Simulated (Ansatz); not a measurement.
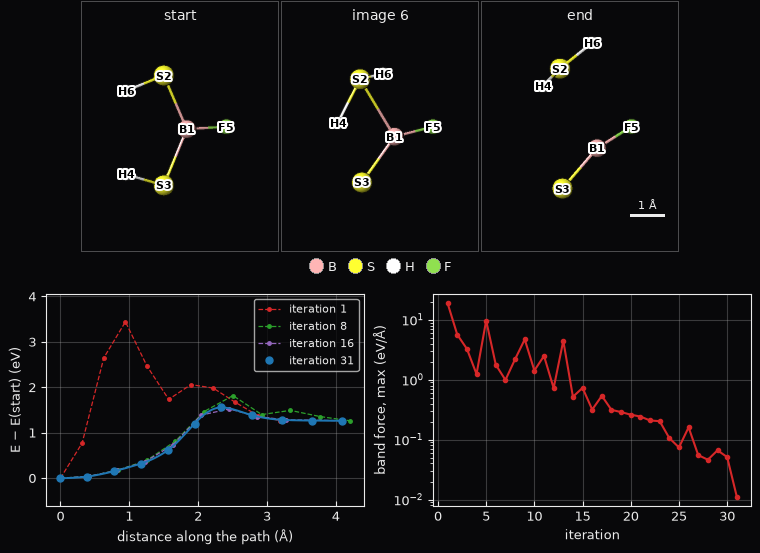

A nudged-elastic-band calculation for BH₂S₂F. Images are numbered from 0 (start) to 10 (end). The plot follows the band through its iterations. A ball-and-stick model, seen at a tilt.

These are results of RKS PBE-D4/6-31G (Ansatz), not measurements. Set-up: 9 movable images; climbing image; force threshold 0.03 eV/Å; iteration limit 60; starting path through a guess of the saddle point.

Q: How did the profile develop, and is the result final?

A: The result is final at these settings. The band converged in 31 iterations. The largest component of the band force went from 19 to 0.011 eV/Å. The climbing image converged on the top of the path. Its vibrational analysis gives one imaginary mode (655i cm⁻¹), as a transition state must have. The first iteration put the highest image at 3.44 eV. The highest point, image 6, lies 1.56 eV above the start and 0.29 eV above the end; the end is at +1.26 eV relative to the start.
